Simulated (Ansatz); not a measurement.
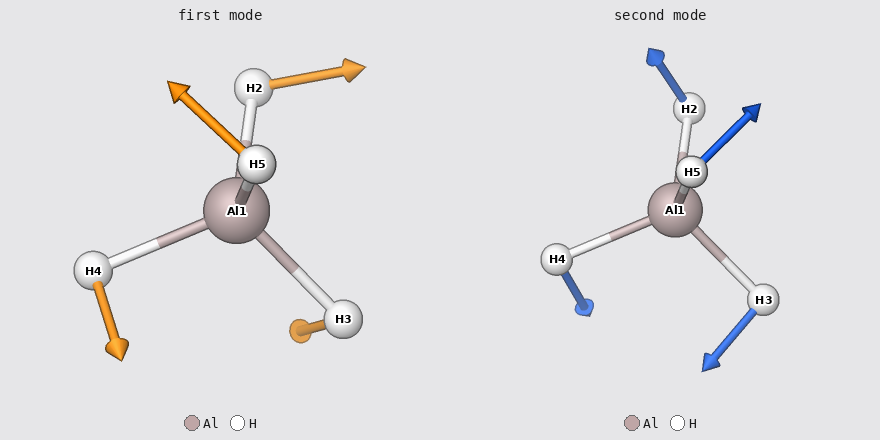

The system is AlH4, spin multiplicity 2; the picture shows the reference structure; its two panels give the patterns of the first and the second mode as arrows. The first coordinate is: normal mode 1 (751 cm⁻¹, of the parent); the second: normal mode 2 (751 cm⁻¹, of the parent). Nothing is relaxed (straight displacements along the two mass-weighted modes). The grid has 15 × 15 points. Points are written as (first, second). Energies: kcal/mol, counted from the ion of charge +0 at the geometry of the relaxed parent of charge -1. Energies and slopes of some neighbouring points disagree (a jump in structure or state, or too coarse a mesh). Near the degeneracy a single determinant is a rough description. Theory: Ansatz, UKS PBE0-D4/def2-TZVPD.

Its coordinates:

```xyz
5

Al    0.0000    0.0000   -0.0004
H     1.4605   -0.5103    0.5622
H    -1.1971   -0.6116    0.9498
H    -0.2059   -0.5229   -1.5478
H    -0.0574    1.6448    0.0362
```

Range: normal mode 1 (751 cm⁻¹, of the parent) from −1.001 to 1.001 amu½·Å; normal mode 2 (751 cm⁻¹, of the parent) from −1.001 to 1.001 amu½·Å.

> What will the energy surface look like?

The lowest grid point is at (−0.286 amu½·Å, 0.572 amu½·Å), −9.3 kcal/mol from the ion of charge +0 at the geometry of the relaxed parent of charge -1. Other grid points that lie below all their neighbours: (−0.429 amu½·Å, −0.572 amu½·Å) (0.035 kcal/mol higher); (0.715 amu½·Å, 0.000 amu½·Å) (0.05 kcal/mol higher). The highest grid point, (1.001 amu½·Å, 1.001 amu½·Å), lies 30.5 kcal/mol above the lowest.

| second ↓, first → | −1.001 | −0.858 | −0.715 | −0.572 | −0.429 | −0.286 | −0.143 | 0.000 | 0.143 | 0.286 | 0.429 | 0.572 | 0.715 | 0.858 | 1.001 |
| --- | --- | --- | --- | --- | --- | --- | --- | --- | --- | --- | --- | --- | --- | --- | --- |
| 1.001 | 5.2 | 0.8 | −2.5 | −4.7 | −5.8 | −6.0 | −5.2 | −3.6 | −1.1 | 2.3 | 6.4 | 11.4 | 15.7 | 18.1 | 21.2 |
| 0.858 | 3.7 | −0.8 | −4.2 | −6.4 | −7.7 | −7.9 | −7.3 | −5.8 | −3.5 | −0.5 | 3.4 | 8.0 | 9.1 | 11.1 | 13.8 |
| 0.715 | 2.9 | −1.7 | −5.1 | −7.4 | −8.7 | −9.0 | −8.5 | −7.1 | −5.0 | −2.1 | 1.5 | 2.9 | 3.6 | 5.2 | 7.6 |
| 0.572 | 2.7 | −1.9 | −5.3 | −7.6 | −8.9 | −9.3 | −8.8 | −7.5 | −5.5 | −2.7 | −0.8 | −1.3 | −0.8 | 0.4 | 2.5 |
| 0.429 | 3.2 | −1.4 | −4.8 | −7.0 | −8.3 | −8.6 | −8.2 | −6.9 | −5.0 | −2.3 | −3.8 | −4.5 | −4.3 | −3.3 | −1.5 |
| 0.286 | 4.2 | −0.3 | −3.6 | −5.8 | −7.0 | −7.2 | −6.7 | −5.5 | −3.5 | −4.3 | −6.0 | −6.9 | −6.9 | −6.0 | −4.4 |
| 0.143 | 5.9 | 1.5 | −1.7 | −3.8 | −4.9 | −5.1 | −4.5 | −3.2 | −3.0 | −5.6 | −7.4 | −8.4 | −8.5 | −7.8 | −6.2 |
| 0.000 | 5.8 | 1.8 | −1.0 | −2.7 | −3.3 | −3.0 | −1.9 | 0.0 | −3.5 | −6.2 | −8.0 | −9.0 | −9.2 | −8.6 | −7.1 |
| −0.143 | 3.4 | −0.6 | −3.4 | −5.1 | −5.9 | −5.7 | −4.7 | −2.9 | −3.5 | −6.1 | −7.9 | −8.9 | −9.0 | −8.4 | −6.9 |
| −0.286 | 1.6 | −2.4 | −5.2 | −7.0 | −7.7 | −7.6 | −6.7 | −5.0 | −2.7 | −5.3 | −7.0 | −7.9 | −8.0 | −7.2 | −5.7 |
| −0.429 | 0.5 | −3.5 | −6.3 | −8.1 | −8.9 | −8.8 | −7.9 | −6.2 | −3.9 | −3.7 | −5.2 | −6.0 | −5.9 | −5.1 | −3.5 |
| −0.572 | 0.0 | −3.9 | −6.7 | −8.4 | −9.2 | −9.1 | −8.2 | −6.5 | −4.1 | −1.3 | −2.6 | −3.2 | −2.9 | −1.9 | −0.2 |
| −0.715 | 0.2 | −3.6 | −6.3 | −8.0 | −8.7 | −8.6 | −7.6 | −5.9 | −3.4 | −0.2 | 1.0 | 0.7 | 1.1 | 2.4 | 4.3 |
| −0.858 | 1.1 | −2.5 | −5.2 | −6.8 | −7.4 | −7.2 | −6.1 | −4.2 | −1.6 | 1.8 | 5.5 | 5.5 | 6.3 | 7.8 | 10.0 |
| −1.001 | 2.8 | −0.7 | −3.2 | −4.6 | −5.1 | −4.8 | −3.5 | −1.5 | 1.3 | 4.9 | 9.2 | 11.6 | 12.6 | 14.4 | 16.9 |

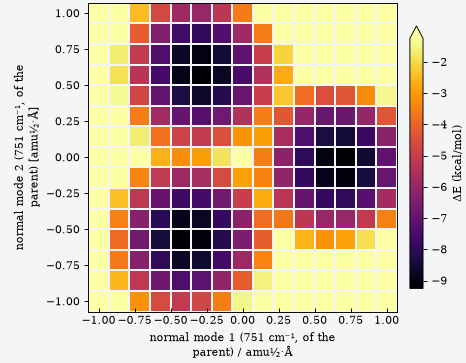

Drawn: one coloured cell a grid point, one colour for all values above the top of the scale.

Time for the 225 points that were run: 10 min on 1 thread of Arm Neoverse V1, with other jobs on the host.
